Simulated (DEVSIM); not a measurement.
Device: abrupt Ge p-n junction, at 450 K.

```
layer (left to right)  material  thickness (μm)  Nd (cm⁻³)  Na (cm⁻³)  τn (s)  τp (s)
---------------------  --------  --------------  ---------  ---------  ------  ------
1                            Ge            11.0          -     8.1e16  6.1e-7  6.1e-7
2                            Ge           0.520     8.3e15          -  6.1e-7  6.1e-7
```

Left contact: ohmic. Right contact: ohmic. Voltage is applied to the left contact. Recombination: SRH at mid-gap, radiative. Mobility is μmin + (μ − μmin)/(1 + (N/Nref)^α).

Constants are typed, rounded textbook-type inputs, not results; the design itself was drawn at random and stands for no fabricated device. Values at 300 K; Nc and Nv go as T^1.5, mobilities as T to minus their exponent, the gap by Varshni's rule with the affinity fixed.

| parameter | Ge |
|---|---|
| gap (eV) | 0.664 |
| affinity (eV) | 4 |
| permittivity | 16 |
| Nc (cm⁻³) | 1.04e19 |
| Nv (cm⁻³) | 6e18 |
| μn (cm²/Vs) | 3900 |
| μp (cm²/Vs) | 1900 |
| μn,min | 150 |
| μp,min | 100 |
| Nref,n | 2.6e17 |
| Nref,p | 4e17 |
| αn | 0.56 |
| αp | 0.6 |
| T exponent of μn | 1.66 |
| T exponent of μp | 2.33 |
| B (cm³/s) | 6.4e-14 |
| Varshni α (eV/K) | 0.000477 |
| Varshni β (K) | 235 |

DEVSIM, 1D drift-diffusion, Boltzmann statistics, complete ionisation; no tunnelling, impact ionisation, image-force lowering or self-heating.

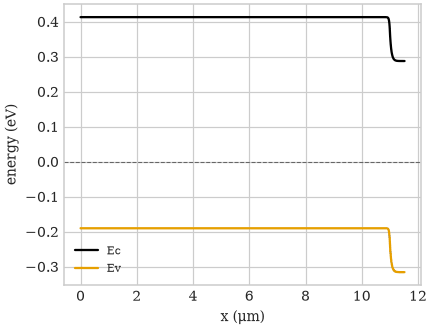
*Band edges at zero bias*

Energies count from the Fermi level of the right contact; mesh points crowd at the junctions.

| x (μm) | Ec (eV) | Ev (eV) | n (cm⁻³) | p (cm⁻³) | field (V/cm) |
|---|---|---|---|---|---|
| 0.000 | 0.413 | -0.190 | 4.5e14 | 8.1e16 | ≈ 0 |
| 0.02400 | 0.413 | -0.190 | 4.5e14 | 8.1e16 | ≈ 0 |
| 0.07587 | 0.413 | -0.190 | 4.5e14 | 8.1e16 | ≈ 0 |
| 0.1754 | 0.413 | -0.190 | 4.5e14 | 8.1e16 | ≈ 0 |
| 0.4840 | 0.413 | -0.190 | 4.5e14 | 8.1e16 | ≈ 0 |
| 0.9897 | 0.413 | -0.190 | 4.5e14 | 8.1e16 | ≈ 0 |
| 2.083 | 0.413 | -0.190 | 4.5e14 | 8.1e16 | ≈ 0 |
| 5.341 | 0.413 | -0.190 | 4.5e14 | 8.1e16 | ≈ 0 |
| 8.141 | 0.413 | -0.190 | 4.5e14 | 8.1e16 | ≈ 0 |
| 9.579 | 0.413 | -0.190 | 4.5e14 | 8.1e16 | ≈ 0 |
| 10.33 | 0.413 | -0.190 | 4.5e14 | 8.1e16 | ≈ 0 |
| 10.75 | 0.413 | -0.190 | 4.5e14 | 8.1e16 | ≈ 0 |
| 10.89 | 0.413 | -0.191 | 4.6e14 | 8.1e16 | -99 |
| 10.96 | 0.407 | -0.196 | 5.2e14 | 7.1e16 | -2600 |
| 11.00 | 0.376 | -0.227 | 1.2e15 | 3.2e16 | -16000 |
| 11.02 | 0.344 | -0.259 | 2.6e15 | 1.4e16 | -11000 |
| 11.06 | 0.313 | -0.290 | 5.9e15 | 6.2e15 | -5100 |
| 11.14 | 0.293 | -0.310 | 1.0e16 | 3.7e15 | -1100 |
| 11.32 | 0.288 | -0.316 | 1.1e16 | 3.2e15 | -23 |
| 11.43 | 0.288 | -0.316 | 1.2e16 | 3.2e15 | ≈ 0 |
| 11.49 | 0.288 | -0.316 | 1.2e16 | 3.2e15 | ≈ 0 |
| 11.52 | 0.288 | -0.316 | 1.2e16 | 3.2e15 | ≈ 0 |
